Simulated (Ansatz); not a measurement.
**Pressure series in hypothetical Pm-3n Ge**

The parent structure is Ge (space group Pm-3n, No. 223; a hypothetical phase, not in the database extracts checked).

```
Ge
1.0
    5.32261     0.00000     0.00000
    0.00000     5.32261     0.00000
    0.00000     0.00000     5.32261
Ge
8
Direct
  0.25000   0.00000   0.50000
  0.75000   0.00000   0.50000
  0.00000   0.50000   0.25000
  0.00000   0.50000   0.75000
  0.50000   0.25000   0.00000
  0.50000   0.75000   0.00000
  0.00000   0.00000   0.00000
  0.50000   0.50000   0.50000
```

Cell and atoms are relaxed at each pressure.

The values are results of Ansatz (an electronic-structure program) PBEsol, no SOC, not measurements.

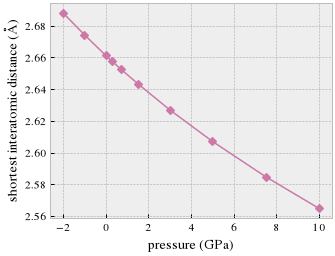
Fig. 1. Shortest interatomic distance against pressure

```csv
pressure (GPa),shortest interatomic distance
-2,268.8 pm
-1,267.4 pm
0.3,265.8 pm
0.7,265.3 pm
1.5,264.4 pm
3,262.7 pm
5,260.7 pm
7.5,258.5 pm
10,256.5 pm
```

Load acts through the strain it causes; cell and atoms are relaxed under it. Stability against distortions was not tested. No other phases were tried under pressure.
